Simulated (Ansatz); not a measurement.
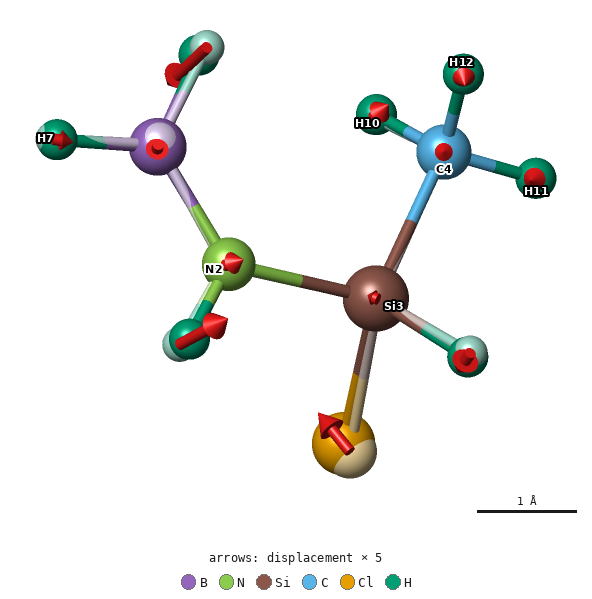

This is a relaxation of CH₇BClNSi. The starting structure is drawn faded, the final one solid; red arrows show the displacements, magnified 5 times. The two geometries are superimposed by the best rigid fit.

A ball-and-stick model, seen from a free direction.

The start comes from PBE-D4/def2-SVP.

All numbers below come from RKS PBE0-D4/def2-TZVP (Ansatz).

Input file:
```yaml
crystal:
  periodic: [false, false, false]
  atoms:
    - {symbol: B, position_ang: [-1.871135, 0.363883, 0.483905]}
    - {symbol: N, position_ang: [-0.919221, 0.848555, -0.437798]}
    - {symbol: Si, position_ang: [0.722949, 0.258936, -0.726940]}
    - {symbol: C, position_ang: [1.180578, -1.091978, 0.475638]}
    - {symbol: Cl, position_ang: [2.032056, 1.875287, -0.503342]}
    - {symbol: H, position_ang: [-1.587030, -0.577835, 1.200860]}
    - {symbol: H, position_ang: [-2.965563, 0.893915, 0.546287]}
    - {symbol: H, position_ang: [-1.207483, 1.645861, -1.017276]}
    - {symbol: H, position_ang: [0.852022, -0.162384, -2.161346]}
    - {symbol: H, position_ang: [1.087415, -0.729967, 1.518531]}
    - {symbol: H, position_ang: [2.230296, -1.405582, 0.303973]}
    - {symbol: H, position_ang: [0.522116, -1.973990, 0.351410]}
basis:
  gaussian: {orbitals: def2-TZVP}
hamiltonian: {xc: pbe0, dispersion: d4}
relax: {f_tol: 0.005, max_steps: 150}
```

Command:
```bash
ansatz run in.yaml --threads 4 --pin off --events-out ev --progress --plain --max-ram 10444MiB
```

**Which element moves most?**

Hydrogen: up to 0.19 Å, against 0.11 Å for chlorine.

**What happened in the run?**

The largest move after the best rigid fit is that of H6, 0.19 Å. Largest moves by element: H 0.19 Å, Cl 0.11 Å, B 0.05 Å, N 0.05 Å, C 0.03 Å, Si 0.03 Å. Among the contacts that change: N2–Si3 1.769 → 1.737 Å, Si3–Cl5 2.092 → 2.064 Å, B1–H6 1.217 → 1.197 Å, Si3–H9 1.501 → 1.482 Å. Over 13 accepted moves (14 points after the start) the energy falls by 1.38 kcal/mol. The largest force component goes from 0.52 to 0.0032 eV/Å. The line search rejected the trial step at point 5 of the run. Cost: 63 s on 4 threads of Arm Neoverse V1, with other jobs on the host.
